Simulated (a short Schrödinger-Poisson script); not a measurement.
System: gated In0.52Al0.48As/In0.53Ga0.47As δ-doped gas in a quantum well, at 300 K.

```csv
layer,material,thickness (nm),Na (cm⁻³)
1,In0.52Al0.48As,10,-
2,In0.52Al0.48As,40,-
3,In0.53Ga0.47As,6,-
4,In0.52Al0.48As,4000,1e15
```

Constants are typed, rounded textbook-type inputs, not results; the design itself was drawn at random and stands for no fabricated device. In0.52Al0.48As: permittivity 12.5, conduction-band edge (eV) 0.52, gap (eV) 1.45, electron mass (mₑ) 0.075, Nv at 300 K (cm⁻³) 1.1e19. In0.53Ga0.47As: permittivity 13.9, conduction-band edge (eV) 0, gap (eV) 0.74, Nv at 300 K (cm⁻³) 7.7e18.

Channel valleys (confinement mass, in-plane density-of-states mass, number): Γ 0.041, 0.041, 1. At the gate the conduction-band edge of layer 1 lies 0.65 eV − eVg above the Fermi level of the channel; the field vanishes at the back. Sheet of ionised δ-doping: +1.9e12 e/cm² at 10 nm from the gate. The barrier under the gate holds no holes. Gaps are held at their typed values at every temperature. Mesh 0.08 nm at interfaces.

From a short Schrödinger-Poisson script (our own, NumPy): 1D Poisson equation in equilibrium, electrons quantum, Hartree plus LDA exchange-correlation (BenDaniel-Duke, 40 states a valley, the channel's in-plane mass for all, wave functions free to enter the barrier), parabolic valleys, classical holes, full ionisation, no traps, pinning or gate leakage.

Only gate voltages with over 1e8 electrons/cm² are shown.

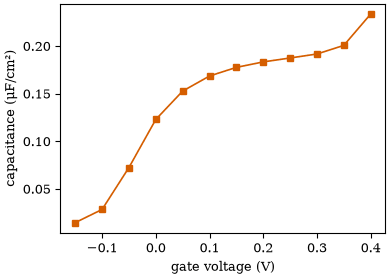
Fig. 1. Quasi-static capacitance against gate voltage

```
Vg (V)  electrons (cm⁻²)  in the channel layer  C (μF/cm²)  Γ E0 (meV)  Γ E1 (meV)
------  ----------------  --------------------  ----------  ----------  ----------
0.4              4.89e11               4.46e11       0.234       -17.2       100.4
0.35             4.22e11               3.92e11       0.201       -11.9       140.3
0.3              3.62e11               3.37e11       0.192        -6.0       180.4
0.25             3.03e11               2.83e11       0.188         0.5       220.1
0.2              2.45e11               2.29e11       0.183         7.8       259.6
0.15             1.90e11               1.77e11       0.178        16.2       298.9
0.1              1.36e11               1.27e11       0.169        26.4       323.6
0.05             8.64e10               8.08e10       0.153        39.7       337.0
0                4.42e10               4.13e10       0.123        58.3       355.6
-0.05            1.53e10               1.43e10      0.0725        86.6       383.8
-0.1              3.27e9                3.05e9      0.0285       126.8       423.8
-0.15             5.46e8                5.11e8      0.0147       173.1       469.9
```

Subbands count from the Fermi level.
